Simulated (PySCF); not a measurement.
Al(H)(OH)(OtBu), SMILES CC([O][AlH][OH])(C)C (C₄H₁₁AlO₂) at its GFN2-xTB optimised geometry (Å):

```
18

Al    -1.5203    -0.0671     0.0000
H     -2.1745     1.2790     0.0000
O     -2.5485    -1.3487    -0.0006
H     -3.1546    -2.0750     0.0001
O      0.1226    -0.0671     0.0000
C      1.5170     0.0365     0.0028
C      2.0703    -0.7607     1.1885
C      2.0581    -0.5332    -1.3124
C      1.9027     1.5130     0.1352
H      3.1546    -0.6935     1.2220
H      1.7789    -1.8044     1.0971
H      1.6602    -0.3685     2.1166
H      1.7640    -1.5756    -1.4095
H      3.1423    -0.4633    -1.3421
H      1.6422     0.0217    -2.1505
H      1.4942     1.9160     1.0589
H      1.4878     2.0750    -0.6981
H      2.9834     1.6278     0.1419
```

Calculation: CAM-B3LYP/def2-SVP run with PySCF. Cells within 0.4 Å of a nucleus heavier than hydrogen are left out (blank, or x).

Map of the HOMO amplitude (bohr^(-3/2)), clipped to [-0.25, 0.25] on the plane z = 0.0 Å; orbital energy -9.03 eV, overall sign arbitrary:

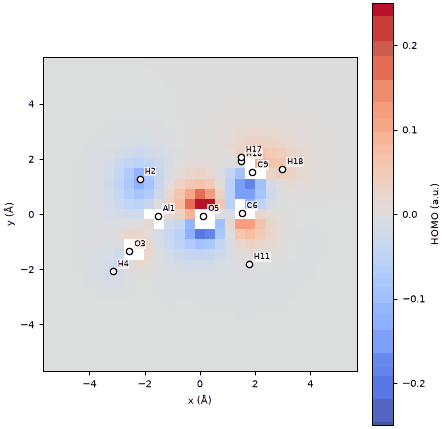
HOMO amplitude (bohr^(-3/2)), clipped to [-0.25, 0.25] on the plane z = 0.0 Å.
